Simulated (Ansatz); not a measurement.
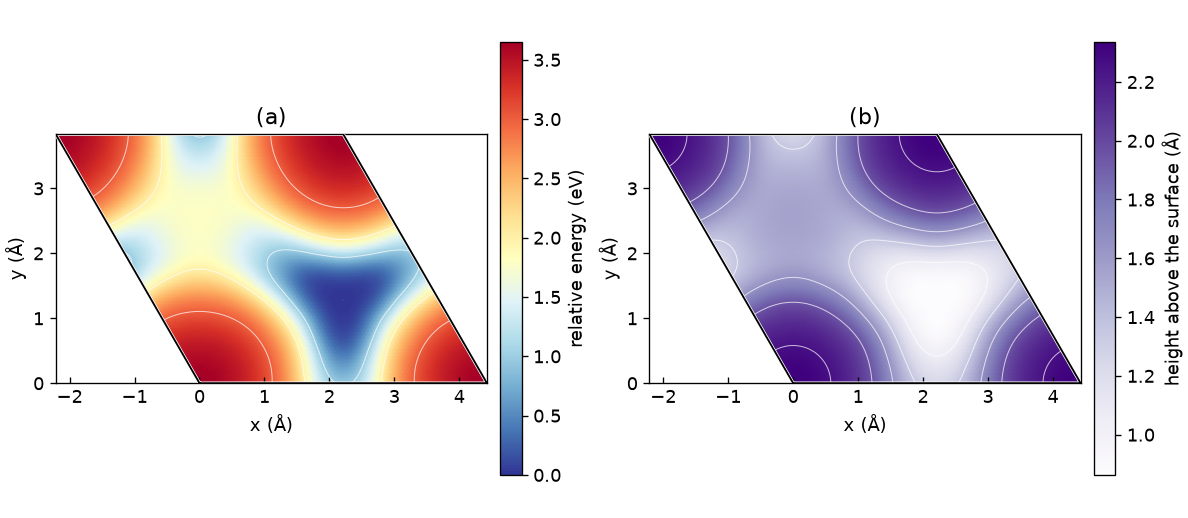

Si on a Mo(111) slab cut from the Im-3m phase, its upper half relaxed before the scan (6 atoms of substrate and one adsorbate in a 1 × 1 cell). Si is moved over the surface cell; relaxed at each place: the height of the adsorbate's atoms; substrate rigid; the origin of the map has the adsorbate above Mo6. Places are given modulo a cell vector. The map is drawn in real space over the plane of the surface. The grid has 9 × 9 points; 19 points were computed and 62 follow by symmetry. Energies: eV, counted from the lowest grid point. With one adsorbate in each 1 × 1 cell, its nearest image is 4.4 Å away, so neighbouring adsorbates interact. The calculation used DFT PBEsol, scalar-relativistic, plane waves, PAW in Ansatz 0.2.0. Settings: cutoff 420 eV, k-mesh 6×6×1, gaussian smearing 0.1 eV, no spin polarisation.

Panel (a) is the energy; panel (b) is the computed height above the surface, in Å.

The picture shows a smooth colour map with a few white contour lines, the outline of one cell of the plane. Between grid points the surface is interpolated.

How does the height above the surface vary over the map, and what is it at the lowest grid point?

Answer. It runs from 0.87 Å at a threefold hollow over a third-layer Mo atom, (6/9, 3/9) of the cell vectors to 2.33 Å at the top site over a surface Mo atom, (0/9, 0/9) of the cell vectors. At the lowest grid point, a threefold hollow over a third-layer Mo atom, (6/9, 3/9) of the cell vectors, it is 0.87 Å.

| second ↓, first → | 0/9 | 1/9 | 2/9 | 3/9 | 4/9 | 5/9 | 6/9 | 7/9 | 8/9 |
| --- | --- | --- | --- | --- | --- | --- | --- | --- | --- |
| 8/9 | 2.27 | 2.16 | 1.90 | 1.52 | 1.42 | 1.52 | 1.90 | 2.16 | 2.27 |
| 7/9 | 2.10 | 1.90 | 1.61 | 1.52 | 1.52 | 1.61 | 1.90 | 2.10 | 2.16 |
| 6/9 | 1.71 | 1.52 | 1.52 | 1.56 | 1.52 | 1.52 | 1.71 | 1.87 | 1.87 |
| 5/9 | 1.30 | 1.42 | 1.52 | 1.52 | 1.42 | 1.30 | 1.32 | 1.38 | 1.32 |
| 4/9 | 1.30 | 1.52 | 1.61 | 1.52 | 1.30 | 1.04 | 0.93 | 0.93 | 1.04 |
| 3/9 | 1.71 | 1.90 | 1.90 | 1.71 | 1.32 | 0.93 | 0.87 | 0.93 | 1.32 |
| 2/9 | 2.10 | 2.16 | 2.10 | 1.87 | 1.38 | 0.93 | 0.93 | 1.38 | 1.87 |
| 1/9 | 2.27 | 2.27 | 2.16 | 1.87 | 1.32 | 1.04 | 1.32 | 1.87 | 2.16 |
| 0/9 | 2.33 | 2.27 | 2.10 | 1.71 | 1.30 | 1.30 | 1.71 | 2.10 | 2.27 |

PAW datasets: the set soft_1.
